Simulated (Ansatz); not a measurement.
# C4H5AlO: two geometries relaxed, part 2 of 2

Aim: relax the geometries before and after the shift of H11 from Al6 to C5, and see whether they are two minima and how far apart in energy. SMILES of the start: C=C(O)C#[C][AlH2].

Ansatz 0.2.0; RKS PBE-D4/STO-3G. Earlier steps stand in the parts before.

### 4 The log goes on: end point B relaxed

Output, continued:

```text
relax step  27: F+E_penalty+E_count = -12699.79600776 eV  Δ(F+E_penalty+E_count) = +2.839e-4 eV  max|allowed force component| = 1.717e-1 eV/Å  Δτ_max = 0.0414 Å  (29 SCF iters, rejected (line search))
[...]
mean field -12699.57955752 eV, -466.7009406548 hartree, gradient 1.9e-5 eV, S^2 0.000000; 0 other end points of the search recorded, 0 dependent functions left out
the calculation of the forces begins
reference -12699.57958345 eV, -466.7009416074 hartree; 25, 25 occupied and 14, 14 virtual orbitals, 569 factors
relax step  28: F+E_penalty+E_count = -12699.79711787 eV  Δ(F+E_penalty+E_count) = -8.262e-4 eV  max|allowed force component| = 4.220e-2 eV/Å  Δτ_max = 0.0207 Å  (29 SCF iters, accepted)
these checks for a lower state are left out or cut short: starts, cluster_reference, orbital_swaps, neighbouring_geometries, increment
569 factors; integrals over basis functions are off by at most 1.6e-5 eV
mean field -12699.57860275 eV, -466.7009055674 hartree, gradient 2.0e-5 eV, S^2 0.000000; 0 other end points of the search recorded, 0 dependent functions left out
the calculation of the forces begins
reference -12699.57862868 eV, -466.7009065204 hartree; 25, 25 occupied and 14, 14 virtual orbitals, 569 factors
relax step  29: F+E_penalty+E_count = -12699.79607122 eV  Δ(F+E_penalty+E_count) = +1.047e-3 eV  max|allowed force component| = 2.830e-1 eV/Å  Δτ_max = 0.0095 Å  (30 SCF iters, rejected (line search))
these checks for a lower state are left out or cut short: starts, cluster_reference, orbital_swaps, neighbouring_geometries, increment
569 factors; integrals over basis functions are off by at most 1.6e-5 eV
mean field -12699.57963691 eV, -466.7009435723 hartree, gradient 1.5e-5 eV, S^2 0.000000; 0 other end points of the search recorded, 0 dependent functions left out
the calculation of the forces begins
reference -12699.57966283 eV, -466.7009445249 hartree; 25, 25 occupied and 14, 14 virtual orbitals, 569 factors
relax step  30: F+E_penalty+E_count = -12699.79721472 eV  Δ(F+E_penalty+E_count) = -9.685e-5 eV  max|allowed force component| = 1.518e-2 eV/Å  Δτ_max = 0.0046 Å  (22 SCF iters, accepted)
these checks for a lower state are left out or cut short: starts, cluster_reference, orbital_swaps, neighbouring_geometries, increment
569 factors; integrals over basis functions are off by at most 1.6e-5 eV
mean field -12699.57982242 eV, -466.7009503895 hartree, gradient 1.9e-5 eV, S^2 0.000000; 0 other end points of the search recorded, 0 dependent functions left out
the calculation of the forces begins
reference -12699.57984836 eV, -466.7009513429 hartree; 25, 25 occupied and 14, 14 virtual orbitals, 569 factors
relax step  31: F+E_penalty+E_count = -12699.79742587 eV  Δ(F+E_penalty+E_count) = -2.111e-4 eV  max|allowed force component| = 1.551e-2 eV/Å  Δτ_max = 0.0296 Å  (29 SCF iters, accepted)
these checks for a lower state are left out or cut short: starts, cluster_reference, orbital_swaps, neighbouring_geometries, increment
569 factors; integrals over basis functions are off by at most 1.6e-5 eV
mean field evaluation 256: about -12699.5798 eV, gradient 2.0e-1 eV
mean field -12699.57994516 eV, -466.7009549004 hartree, gradient 1.9e-5 eV, S^2 0.000000; 0 other end points of the search recorded, 0 dependent functions left out
the calculation of the forces begins
reference -12699.57997114 eV, -466.7009558549 hartree; 25, 25 occupied and 14, 14 virtual orbitals, 569 factors
relax step  32: F+E_penalty+E_count = -12699.79757418 eV  Δ(F+E_penalty+E_count) = -1.483e-4 eV  max|allowed force component| = 4.187e-2 eV/Å  Δτ_max = 0.0732 Å  (28 SCF iters, accepted)
these checks for a lower state are left out or cut short: starts, cluster_reference, orbital_swaps, neighbouring_geometries, increment
569 factors; integrals over basis functions are off by at most 1.6e-5 eV
mean field -12699.58016652 eV, -466.7009630350 hartree, gradient 1.6e-5 eV, S^2 0.000000; 0 other end points of the search recorded, 0 dependent functions left out
the calculation of the forces begins
reference -12699.58019250 eV, -466.7009639897 hartree; 25, 25 occupied and 14, 14 virtual orbitals, 569 factors
relax step  33: F+E_penalty+E_count = -12699.79775522 eV  Δ(F+E_penalty+E_count) = -1.810e-4 eV  max|allowed force component| = 4.106e-2 eV/Å  Δτ_max = 0.0163 Å  (22 SCF iters, accepted)
these checks for a lower state are left out or cut short: starts, cluster_reference, orbital_swaps, neighbouring_geometries, increment
569 factors; integrals over basis functions are off by at most 1.7e-5 eV
mean field -12699.58037594 eV, -466.7009707310 hartree, gradient 1.9e-5 eV, S^2 0.000000; 0 other end points of the search recorded, 0 dependent functions left out
the calculation of the forces begins
reference -12699.58040192 eV, -466.7009716857 hartree; 25, 25 occupied and 14, 14 virtual orbitals, 569 factors
relax step  34: F+E_penalty+E_count = -12699.79796380 eV  Δ(F+E_penalty+E_count) = -2.086e-4 eV  max|allowed force component| = 5.063e-3 eV/Å  Δτ_max = 0.0156 Å  (22 SCF iters, accepted)
569 factors; integrals over basis functions are off by at most 1.7e-5 eV
mean field evaluation 288: about -12699.5804 eV, gradient 4.4e-5 eV
mean field -12699.58037594 eV, -466.7009707310 hartree, gradient 1.9e-5 eV, S^2 0.000000; 1 other end points of the search recorded, 0 dependent functions left out
the calculation of the forces begins
reference -12699.58040192 eV, -466.7009716857 hartree; 25, 25 occupied and 14, 14 virtual orbitals, 569 factors
Total energy: -12699.79798978 eV, -466.7089678921 hartree
Atom 0 at    -0.179118    -1.657446     1.762806 Å, force    -0.000791    -0.003903     0.001328 eV/Å
Atom 1 at    -0.136111    -0.317006     1.484550 Å, force    -0.001364     0.001550    -0.002895 eV/Å
Atom 2 at    -0.121324     0.713325     2.473711 Å, force     0.000578    -0.000038    -0.002488 eV/Å
Atom 3 at    -0.098176     0.216409     0.129641 Å, force     0.001703     0.005063    -0.003442 eV/Å
Atom 4 at    -0.065428     0.659363    -1.019393 Å, force    -0.000198    -0.002771     0.005046 eV/Å
Atom 5 at    -0.015868     1.334057    -2.766668 Å, force    -0.000080     0.000091    -0.000598 eV/Å
Atom 6 at    -0.189049    -2.398869     0.954050 Å, force    -0.001100    -0.001489    -0.001429 eV/Å
Atom 7 at    -0.203243    -2.030272     2.797980 Å, force     0.000503    -0.000638     0.003606 eV/Å
Atom 8 at    -0.153422     0.158079     3.350811 Å, force     0.000650     0.000555     0.001138 eV/Å
Atom 9 at     0.191989     2.817324    -2.951320 Å, force    -0.001250     0.002050    -0.000781 eV/Å
Atom 10 at    -0.185868     0.361536    -3.908347 Å, force     0.001351    -0.000471     0.000514 eV/Å
Dipole moment:    -0.001686    -0.053185     0.016880 e Å
```

Wall time 86 s (1 thread of Arm Neoverse V1, shared host); peak memory 0.13 GiB.

The steps of the relaxation, one in 2:

```
step  energy from step 1 (eV)  largest force component (eV/Å)
   1                   0.0000                         10.3394
   3                  -1.9547                          2.4532
   5                  -3.5956                          2.7815
   7                  -5.3963                          2.9385
   9                  -6.2075                          0.4889
  11                  -6.3941                          0.4411
  13                  -6.4777                          0.1922
 15x                  -6.3814                          2.6549
  17                  -6.4932                          0.0157
  19                  -6.4944                          0.0791
  21                  -6.4959                          0.0388
  23                  -6.4973                          0.0618
  25                  -6.4988                          0.0770
 27x                  -6.4986                          0.1717
 29x                  -6.4986                          0.2830
  31                  -6.5000                          0.0155
  33                  -6.5003                          0.0411
  34                  -6.5005                          0.0051
```

Step 1 is the start. 5 steps were tried and not accepted (marked x).

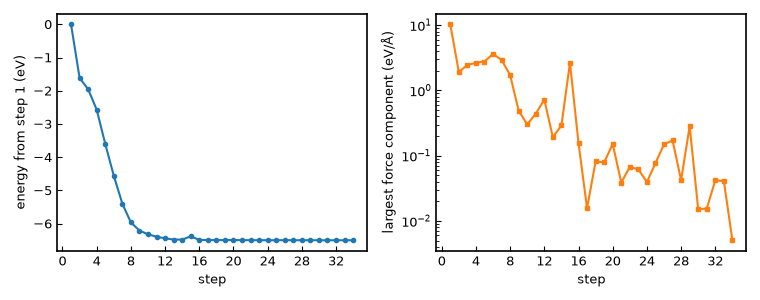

How energy and force went from step to step.

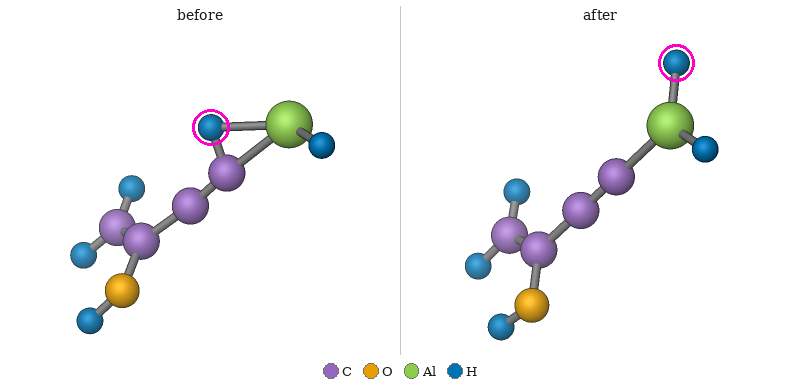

Before and after, at one scale.

After: Bond lengths: C1–C2 1.370 Å, C2–O3 1.428 Å, C2–C4 1.457 Å, C4–C5 1.232 Å, C5–Al6 1.874 Å, C1–H7 1.097 Å, C1–H8 1.101 Å, O3–H9 1.039 Å, Al6–H10 1.509 Å, Al6–H11 1.509 Å. Angles: C1–C2–O3 124.4°, C1–C2–C4 123.2°, O3–C2–C4 112.3°, C2–C1–H7 120.8°, C2–C1–H8 121.6°, H7–C1–H8 117.7°, C2–O3–H9 101.5°, C2–C4–C5 179.6°, C4–C5–Al6 180.0°, C5–Al6–H10 118.1°, C5–Al6–H11 118.1°, H10–Al6–H11 123.8°.

Pairs that crossed the distance rule for bonds on the way: came closer Al6–H11; moved apart C5–H11.

### 5 Summary of results

What follows sums up all 2 parts.

| quantity | value |
| --- | --- |
| end A | 6 moves, 0.871 eV lower |
| end B | 28 moves, 6.501 eV lower |
| largest difference between the ends | 0.06 Å |
| end B relative to end A | +0.000 eV |

**Reading.** The two relaxations end at one structure, within 0.06 Å: no second minimum was found from this start, which doesn't rule one out. In so small a basis the energies are only a sketch.
